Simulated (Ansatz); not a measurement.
**Geometry relaxation, with input and output: WH2OF6**

- system: WH2OF6
- method: RKS PBE-D4/def2-SVP (Ansatz 0.2.0)

The input holds or restrains some coordinates. It belongs to a series of runs on one base structure; here: pulled along the bonds that form and break, towards end A. Figures and captions count atoms from 1; the log counts them from 0 in places.

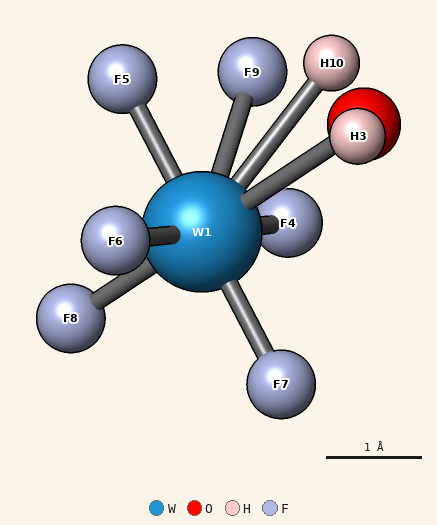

Fig. 1: The input geometry (ball-and-stick view, seen at a tilt; atoms are numbered from 1 in the order of the input). Sticks mark near contacts. Bond lengths as drawn: F–W 1.85 to 2.15 Å, H–O 1.01 Å, H–W 2.25 Å and O–W 2.29 Å.

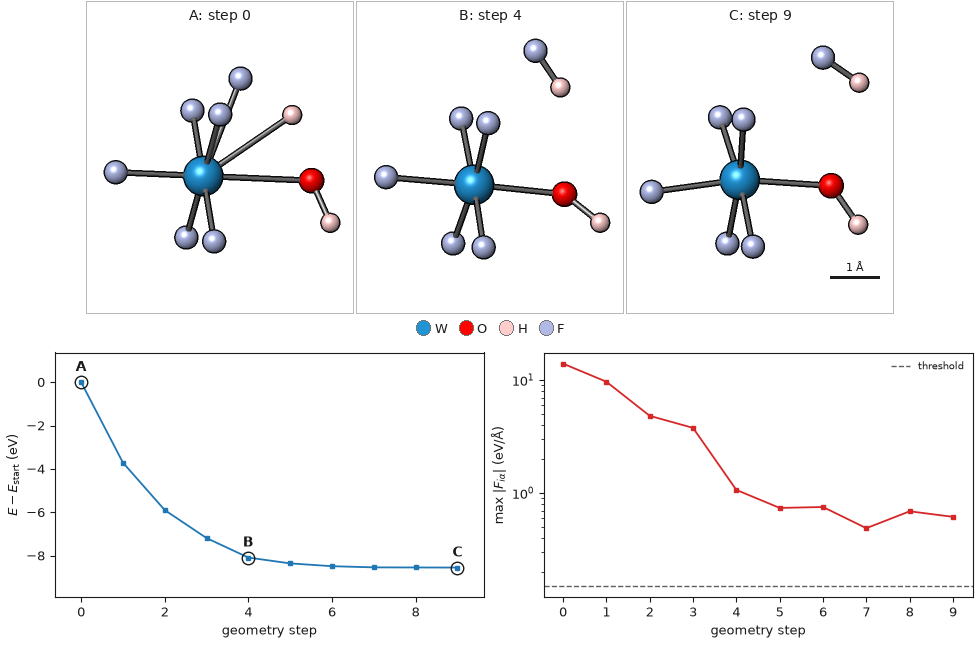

Fig. 2: Frames of the restrained relaxation (ball-and-stick view, seen on its broad side) above the curves, on which the letters mark them (the first geometry is step 0 here and step 1 in the log).

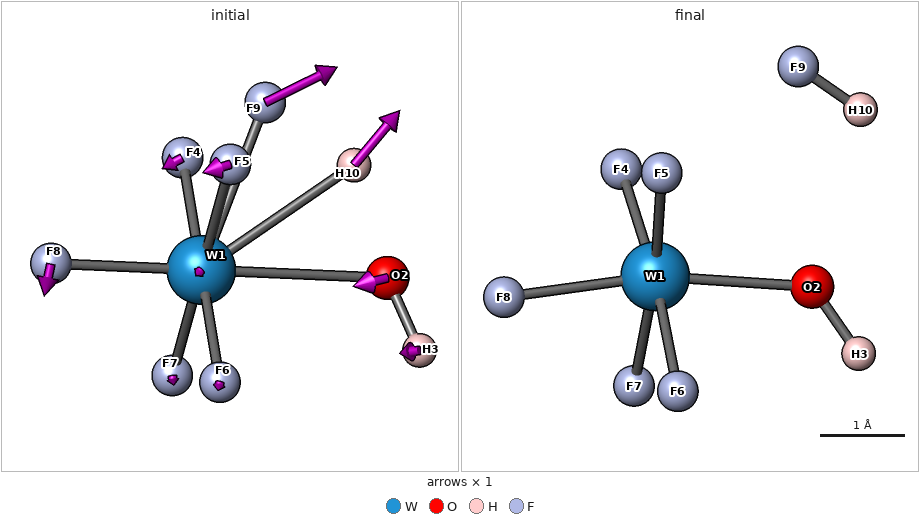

Fig. 3: Before (left) and after (right) the restrained relaxation, at one scale (ball-and-stick view, seen on its broad side). The pink arrows give the displacements, at true length. F9 moves most after the best rigid fit: 0.99 Å. Largest moves by element: F 0.99 Å, H 0.88 Å, O 0.48 Å, W 0.11 Å. Among the contacts that change: W1–H10 2.248 → 3.209 Å, W1–F9 2.150 → 3.059 Å, F9–H10 1.332 → 0.931 Å, W1–O2 2.290 → 1.919 Å. New bonds form: F9–H10 (1.33 → 0.93 Å). Bonds break: W1–F9 (2.15 → 3.06 Å), W1–H10 (2.25 → 3.21 Å). Among the angles that change: W1–O2–H3 109.5° → 127.8°, O2–W1–F8 180.0° → 168.5°, O2–W1–F4 90.0° → 97.8°. Over 9 geometry steps the energy falls by 8.550 eV. Largest force component: 14 eV/Å at the start, 0.62 eV/Å at the end. (Atoms are counted from 1 in the order of the input.)

The input and output of the run follow.

Input:
```yaml
crystal:
  periodic: [false, false, false]
  atoms:
    - { symbol: W, position_ang: [0.0, 0.0, 0.0] }
    - { symbol: O, position_ang: [0.0, 0.0, 2.29] }
    - { symbol: H, position_ang: [-0.9095, -0.2814, 2.6271] }
    - { symbol: F, position_ang: [1.85, 0.0, 0.0] }
    - { symbol: F, position_ang: [0.0, 1.85, 0.0] }
    - { symbol: F, position_ang: [-1.85, 0.0, 0.0] }
    - { symbol: F, position_ang: [0.0, -1.85, 0.0] }
    - { symbol: F, position_ang: [0.0, 0.0, -1.85] }
    - { symbol: F, position_ang: [1.4129, 1.4719, 0.6779] }
    - { symbol: H, position_ang: [0.9245, 0.9631, 1.8084] }
basis:
  gaussian: { orbitals: def2-SVP }
hamiltonian:
  xc: pbe
  dispersion: d4
relax:
  f_tol: 0.15
  max_steps: 25
  restrain:
    - { distance: [0, 8], at: 3.05, k: 30.0 }
    - { distance: [9, 1], at: 2.21, k: 30.0 }
    - { distance: [0, 1], at: 1.94, k: 30.0 }
    - { distance: [9, 8], at: 0.92, k: 30.0 }
```

Run as:
```bash
ansatz run input.yaml --threads 4 --pin off --max-ram 5120MiB --backend cpu --events-out ev --progress --plain --runs-dir out
```

The program's output:
```
The last accepted step is kept in [file] (removed where the run ends without a failure and the disk answers)
Engine: ansatz 0.2.0, x86_64-unknown-linux-gnu
Functional definition: PBE
  parameter kappa = 0.804
  parameter beta = 0.06672455060314922
  exchange = pbe_x(kappa = kappa, mu = beta*pi^2/3)
  correlation = pbe_c(beta = beta)
1454 factors; their error is unknown
mean field evaluation 1: about -20154.8107 eV, gradient 1.1e2 eV
mean field evaluation 2: about -19761.0666 eV, gradient 4.0e2 eV
mean field evaluation 4: about -20159.0065 eV, gradient 9.5e1 eV
mean field evaluation 8: about -20175.3076 eV, gradient 4.1e0 eV
mean field evaluation 16: about -20175.2605 eV, gradient 1.5e-2 eV
mean field evaluation 32: about -20175.1980 eV, gradient 5.2e0 eV
mean field -20175.26053102 eV, -741.4271492324 hartree, gradient 2.5e-5 eV, S^2 0.000000; 2 other end points of the search recorded, 0 dependent functions left out
the calculation of the forces begins
reference -20175.26060326 eV, -741.4271518869 hartree; 39, 39 occupied and 101, 101 virtual orbitals, 1454 factors
relax step   1: F+E_penalty+E_count = -20175.49784007 eV  Δ(F+E_penalty+E_count) = +0.000e0 eV  max|allowed force component| = 1.400e1 eV/Å  E_restraint = 25.92028652 eV  max|allowed force component, restraints' pulls added| = 3.301e1 eV/Å  Δτ_max = 0.0000 Å  (80 SCF iters, accepted)
  distance W 0 - F 8 = 2.1500 Å
  distance H 9 - O 1 = 1.4192 Å
  distance W 0 - O 1 = 2.2900 Å
  distance H 9 - F 8 = 1.3325 Å
these checks for a lower state are left out or cut short: starts, cluster_reference, orbital_swaps, neighbouring_geometries, increment
1454 factors; their error is unknown
mean field -20178.97709740 eV, -741.5637305274 hartree, gradient 2.5e-5 eV, S^2 0.000000; 0 other end points of the search recorded, 0 dependent functions left out
[... from here on the field's lines of each further geometry are left out, up to the last ...]
relax step   2: F+E_penalty+E_count = -20179.20922842 eV  Δ(F+E_penalty+E_count) = -3.711e0 eV  max|allowed force component| = 9.679e0 eV/Å  E_restraint = 13.74035444 eV  max|allowed force component, restraints' pulls added| = 2.218e1 eV/Å  Δτ_max = 0.1949 Å  (47 SCF iters, accepted)
relax step   3: F+E_penalty+E_count = -20181.39715416 eV  Δ(F+E_penalty+E_count) = -2.188e0 eV  max|allowed force component| = 4.829e0 eV/Å  E_restraint = 4.78688081 eV  max|allowed force component, restraints' pulls added| = 1.050e1 eV/Å  Δτ_max = 0.1949 Å  (46 SCF iters, accepted)
relax step   4: F+E_penalty+E_count = -20182.68813108 eV  Δ(F+E_penalty+E_count) = -1.291e0 eV  max|allowed force component| = 3.777e0 eV/Å  E_restraint = 0.89137927 eV  max|allowed force component, restraints' pulls added| = 6.322e0 eV/Å  Δτ_max = 0.1947 Å  (40 SCF iters, accepted)
relax step   5: F+E_penalty+E_count = -20183.58747899 eV  Δ(F+E_penalty+E_count) = -8.993e-1 eV  max|allowed force component| = 1.066e0 eV/Å  E_restraint = 0.00843075 eV  max|allowed force component, restraints' pulls added| = 1.248e0 eV/Å  Δτ_max = 0.1951 Å  (38 SCF iters, accepted)
relax step   6: F+E_penalty+E_count = -20183.85606103 eV  Δ(F+E_penalty+E_count) = -2.686e-1 eV  max|allowed force component| = 7.386e-1 eV/Å  E_restraint = 0.01133703 eV  max|allowed force component, restraints' pulls added| = 5.366e-1 eV/Å  Δτ_max = 0.2000 Å  (37 SCF iters, accepted)
relax step   7: F+E_penalty+E_count = -20183.98519700 eV  Δ(F+E_penalty+E_count) = -1.291e-1 eV  max|allowed force component| = 7.520e-1 eV/Å  E_restraint = 0.02670218 eV  max|allowed force component, restraints' pulls added| = 7.615e-1 eV/Å  Δτ_max = 0.1908 Å  (38 SCF iters, accepted)
relax step   8: F+E_penalty+E_count = -20184.03927106 eV  Δ(F+E_penalty+E_count) = -5.407e-2 eV  max|allowed force component| = 4.884e-1 eV/Å  E_restraint = 0.01348585 eV  max|allowed force component, restraints' pulls added| = 2.955e-1 eV/Å  Δτ_max = 0.2000 Å  (37 SCF iters, accepted)
relax step   9: F+E_penalty+E_count = -20184.04426000 eV  Δ(F+E_penalty+E_count) = -4.989e-3 eV  max|allowed force component| = 6.893e-1 eV/Å  E_restraint = 0.00888207 eV  max|allowed force component, restraints' pulls added| = 1.655e-1 eV/Å  Δτ_max = 0.0944 Å  (31 SCF iters, accepted)
the calculation of the forces begins
reference -20183.82308064 eV, -741.7418171269 hartree; 39, 39 occupied and 101, 101 virtual orbitals, 1454 factors
relax step  10: F+E_penalty+E_count = -20184.04802063 eV  Δ(F+E_penalty+E_count) = -3.761e-3 eV  max|allowed force component| = 6.157e-1 eV/Å  E_restraint = 0.00991642 eV  max|allowed force component, restraints' pulls added| = 1.877e-2 eV/Å  Δτ_max = 0.0523 Å  (31 SCF iters, accepted)
  distance W 0 - F 8 = 3.0585 Å
  distance H 9 - O 1 = 2.2060 Å
  distance W 0 - O 1 = 1.9186 Å
  distance H 9 - F 8 = 0.9306 Å
1454 factors; their error is unknown
mean field evaluation 128: about -20183.8230 eV, gradient 2.2e-3 eV
mean field -20183.82300772 eV, -741.7418144471 hartree, gradient 1.9e-5 eV, S^2 0.000000; 1 other end points of the search recorded, 0 dependent functions left out
the calculation of the forces begins
reference -20183.82308064 eV, -741.7418171269 hartree; 39, 39 occupied and 101, 101 virtual orbitals, 1454 factors
Total energy: -20184.04809355 eV, -741.7500861989 hartree
Atom 0 at    -0.083565    -0.051669    -0.067242 Å, force    -0.176473    -0.147590     0.516854 eV/Å
Atom 1 at    -0.133494     0.010777     1.849653 Å, force     0.083500     0.055096    -0.615746 eV/Å
Atom 2 at    -0.774398    -0.421987     2.445717 Å, force     0.013642    -0.000407    -0.000670 eV/Å
Atom 3 at     1.760461    -0.147341    -0.269861 Å, force     0.011703     0.010285    -0.006239 eV/Å
Atom 4 at    -0.136207     1.779616    -0.380975 Å, force     0.012708     0.012317    -0.000208 eV/Å
Atom 5 at    -1.962667    -0.066637     0.016076 Å, force    -0.005512    -0.001932     0.003697 eV/Å
Atom 6 at    -0.112112    -1.926004     0.065507 Å, force    -0.006063    -0.004074     0.006830 eV/Å
Atom 7 at    -0.328894    -0.339762    -1.896717 Å, force     0.001502    -0.000799    -0.009735 eV/Å
Atom 8 at     1.755083     1.830329     1.492290 Å, force     0.254244     0.267216    -0.138039 eV/Å
Atom 9 at     1.443692     1.486279     2.298952 Å, force    -0.189252    -0.190114     0.243256 eV/Å
Dipole moment:    -0.137055    -0.075268     0.835913 e Å
```

Trajectory as extended XYZ (Å, eV, eV/Å), 10 frames, from step=1 to step=10:
```
10
Properties=species:S:1:pos:R:3:forces:R:3 step=1 energy=-20175.49784
W     0.0000    0.0000    0.0000    1.1940   0.7054   1.2432
O     0.0000    0.0000    2.2900    0.4917   0.1927  -3.2095
H    -0.9095   -0.2814    2.6271    1.2983   1.1051  -0.2277
F     1.8500    0.0000    0.0000    3.3282  -9.9485  -5.1280
F     0.0000    1.8500    0.0000  -12.2757   3.7442  -6.5179
F    -1.8500    0.0000    0.0000   -0.9193  -0.2043   0.4303
F     0.0000   -1.8500    0.0000   -0.2038  -0.6782   0.2783
F     0.0000    0.0000   -1.8500   -0.0740  -0.0701  -0.4743
F     1.4129    1.4719    0.6779    7.3282   4.4919  13.9959
H     0.9245    0.9631    1.8084   -0.1677   0.6618  -0.3903
10
Properties=species:S:1:pos:R:3:forces:R:3 step=2 energy=-20179.20923
W    -0.0510   -0.0555    0.0208    3.9697   3.8780   1.3979
O    -0.0534   -0.0690    2.2364    0.8926   0.3987  -3.7529
H    -0.9169   -0.2791    2.6313   -0.1521   0.2813   0.2657
F     1.8548   -0.0485   -0.0236   -0.4758  -5.1814  -2.7181
F    -0.0551    1.8547   -0.0286   -6.0469  -0.4358  -3.3896
F    -1.8670   -0.0034    0.0035   -1.7466  -0.3197   0.2001
F    -0.0032   -1.8665    0.0023   -0.3002  -1.8513   0.0197
F    -0.0018   -0.0018   -1.8483   -0.3177  -0.2766   0.2372
F     1.5113    1.5653    0.8179    2.5901   1.5658   9.6787
H     1.0102    1.0574    1.7418    1.5869   1.9412  -1.9387
10
Properties=species:S:1:pos:R:3:forces:R:3 step=3 energy=-20181.39715
W    -0.0984   -0.1062    0.0416    4.8287   4.8231   1.1911
O    -0.1188   -0.1474    2.1574    1.2841   0.4850  -4.0014
H    -0.9313   -0.2835    2.6381   -0.9901  -0.0415   0.6615
F     1.8266   -0.0745   -0.0369   -1.6776  -2.6125  -1.0604
F    -0.0841    1.8258   -0.0461   -2.9532  -1.6745  -1.4558
F    -1.8915   -0.0079    0.0033   -2.4663  -0.3351   0.0133
F    -0.0076   -1.8941   -0.0002   -0.2917  -2.7012  -0.2087
F    -0.0078   -0.0070   -1.8403   -0.5321  -0.4601   0.5815
F     1.6057    1.6605    0.9593    1.7667   1.3948   4.6683
H     1.1351    1.1879    1.6773    1.0316   1.1220  -0.3894
10
Properties=species:S:1:pos:R:3:forces:R:3 step=4 energy=-20182.68813
W    -0.1236   -0.1351    0.0498    3.7767   3.6297   0.5972
O    -0.1703   -0.2089    2.0491    0.0773   0.4004  -2.2702
H    -0.9438   -0.2845    2.6434    0.1540   0.0914  -0.0367
F     1.7851   -0.0944   -0.0367   -1.4841  -1.2704  -0.1725
F    -0.1054    1.7834   -0.0515   -1.4066  -1.5389  -0.3871
F    -1.9334   -0.0171    0.0009   -1.8278  -0.3571  -0.0888
F    -0.0152   -1.9415   -0.0088   -0.3133  -1.9521  -0.3134
F    -0.0243   -0.0212   -1.8294   -0.6119  -0.5182   0.4321
F     1.7195    1.7779    1.0651    2.1692   2.0364   0.8288
H     1.2392    1.2949    1.6716   -0.5335  -0.5212   1.4107
10
Properties=species:S:1:pos:R:3:forces:R:3 step=5 energy=-20183.58748
W    -0.1172   -0.1366    0.0292    0.9961   0.8878   0.1315
O    -0.1993   -0.2131    1.9454   -0.2813   0.3443  -0.4908
H    -0.9161   -0.2662    2.6219    0.4771   0.0503  -0.3592
F     1.7454   -0.1274   -0.0156   -0.2392  -0.4841   0.0066
F    -0.1388    1.7356   -0.0392   -0.5074  -0.3438  -0.1193
F    -1.9722   -0.0527   -0.0143   -0.5240  -0.3578  -0.0790
F    -0.0438   -1.9877   -0.0442   -0.3062  -0.5415  -0.2092
F    -0.0791   -0.0682   -1.8387   -0.3909  -0.2871   0.0151
F     1.8328    1.8937    1.1738    1.0660   1.0252   0.3617
H     1.3162    1.3761    1.7352   -0.2902  -0.2934   0.7426
10
Properties=species:S:1:pos:R:3:forces:R:3 step=6 energy=-20183.85606
W    -0.0962   -0.1176   -0.0101    0.0679   0.2841   0.3566
O    -0.1838   -0.1453    1.9049    0.1490   0.2568  -0.7386
H    -0.8697   -0.2370    2.5932    0.0626  -0.0211  -0.0790
F     1.7612   -0.1371   -0.0442   -0.0925  -0.3608  -0.1510
F    -0.1560    1.7456   -0.0969   -0.3379  -0.2136  -0.2629
F    -1.9666   -0.1244   -0.0351   -0.1838  -0.1204   0.0634
F    -0.0936   -1.9825   -0.0684   -0.0553  -0.2086  -0.0175
F    -0.1779   -0.1477   -1.8760   -0.0417  -0.0183   0.0625
F     1.8174    1.9032    1.2672    0.6012   0.6210   0.3035
H     1.3929    1.3965    1.9188   -0.1695  -0.2192   0.4628
10
Properties=species:S:1:pos:R:3:forces:R:3 step=7 energy=-20183.98520
W    -0.0879   -0.0988   -0.0441   -0.3716  -0.1148   0.6259
O    -0.1679   -0.0846    1.8697    0.3157   0.2170  -0.7520
H    -0.8340   -0.2307    2.5638   -0.0741  -0.0517  -0.0216
F     1.7652   -0.1748   -0.1082    0.0188  -0.1157  -0.1083
F    -0.1986    1.7517   -0.2008   -0.0881  -0.0285  -0.1613
F    -1.9671   -0.1569   -0.0173    0.0385  -0.0526   0.0010
F    -0.1099   -1.9740   -0.0539   -0.0115   0.0106  -0.0248
F    -0.2216   -0.1851   -1.9040   -0.0022  -0.0290   0.0259
F     1.7844    1.8955    1.3536    0.1202   0.0702   0.5617
H     1.4653    1.4112    2.0947    0.0543   0.0946  -0.1465
10
Properties=species:S:1:pos:R:3:forces:R:3 step=8 energy=-20184.03927
W    -0.0917   -0.0766   -0.0682    0.0451  -0.0275   0.4464
O    -0.1141   -0.0091    1.8454   -0.0972   0.0083  -0.4884
H    -0.7901   -0.2914    2.4933    0.0781  -0.0062  -0.1080
F     1.7577   -0.1667   -0.2299   -0.0467  -0.0112  -0.0102
F    -0.1752    1.7619   -0.3497   -0.0139  -0.0399   0.0222
F    -1.9671   -0.1375    0.0190   -0.0300   0.0325   0.0156
F    -0.1180   -1.9509   -0.0019    0.0113  -0.0375   0.0132
F    -0.2909   -0.2732   -1.9161   -0.0651  -0.0513  -0.0070
F     1.7439    1.8297    1.4750    0.3115   0.3687  -0.1817
H     1.4734    1.4674    2.2865   -0.1930  -0.2360   0.2979
10
Properties=species:S:1:pos:R:3:forces:R:3 step=9 energy=-20184.04426
W    -0.0768   -0.0558   -0.0696   -0.3336  -0.1515   0.5721
O    -0.1341    0.0109    1.8484    0.1933   0.0720  -0.6893
H    -0.7971   -0.3750    2.4501   -0.0381  -0.0289   0.0137
F     1.7683   -0.1520   -0.2574    0.0268   0.0160  -0.0013
F    -0.1565    1.7752   -0.3818    0.0368   0.0024   0.0041
F    -1.9556   -0.0954    0.0313    0.0009   0.0175  -0.0425
F    -0.1112   -1.9306    0.0481    0.0376  -0.0015  -0.0062
F    -0.3241   -0.3218   -1.9040    0.0112  -0.0058   0.0562
F     1.7370    1.8471    1.4935    0.2471   0.2838  -0.1526
H     1.4779    1.4510    2.2947   -0.1819  -0.2039   0.2456
10
Properties=species:S:1:pos:R:3:forces:R:3 step=10 energy=-20184.04802
W    -0.0836   -0.0517   -0.0672   -0.1765  -0.1476   0.5169
O    -0.1335    0.0108    1.8497    0.0835   0.0551  -0.6157
H    -0.7744   -0.4220    2.4457    0.0136  -0.0004  -0.0007
F     1.7605   -0.1473   -0.2699    0.0117   0.0103  -0.0062
F    -0.1362    1.7796   -0.3810    0.0127   0.0123  -0.0002
F    -1.9627   -0.0666    0.0161   -0.0055  -0.0019   0.0037
F    -0.1121   -1.9260    0.0655   -0.0061  -0.0041   0.0068
F    -0.3289   -0.3398   -1.8967    0.0015  -0.0008  -0.0097
F     1.7551    1.8303    1.4923    0.2542   0.2672  -0.1380
H     1.4437    1.4863    2.2990   -0.1893  -0.1901   0.2433
```

Results in brief:

```tsv
quantity	value
outcome	converged under the restraints of the input
total energy	−20184.0481 eV
mean-field energy	−20183.8231 eV
largest force (length of the vector) at the end, held atoms and coordinates included	0.624 eV/Å
hardware	4 threads of Intel Xeon (Sapphire Rapids), 16 GiB of memory available, shared host
wall time	15 s (CPU time 54 s)
peak memory	0.23 GiB
```
